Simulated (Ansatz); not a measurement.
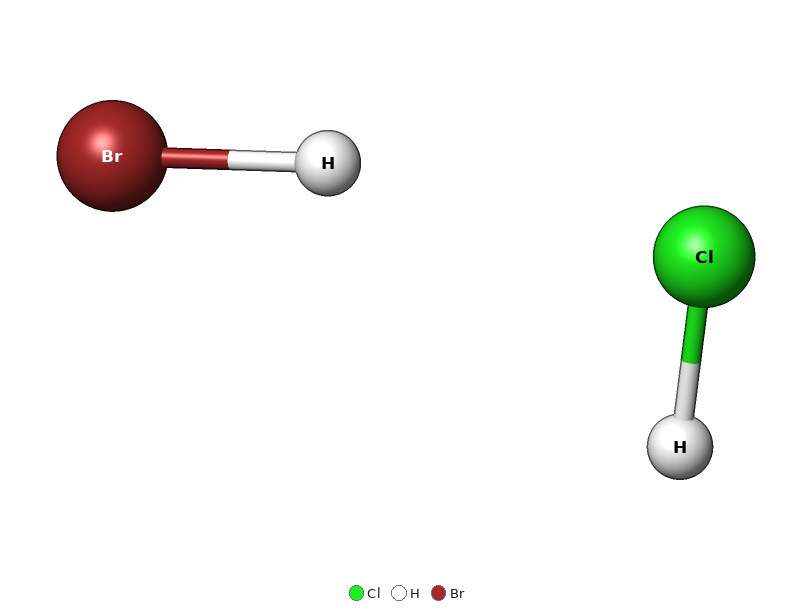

Sticks follow a distance rule. Harmonic vibrations computed with RKS PBE0-D4/def2-TZVP (Ansatz 0.2.0) at a stationary point of the same level.

Minimum or transition state?

A minimum: no imaginary frequency, and the lowest mode lies at 62 cm⁻¹.

How many vibrational modes are there, and where do they lie?

6 modes: 62, 109, 211, 325, 2587, 2984 cm⁻¹.
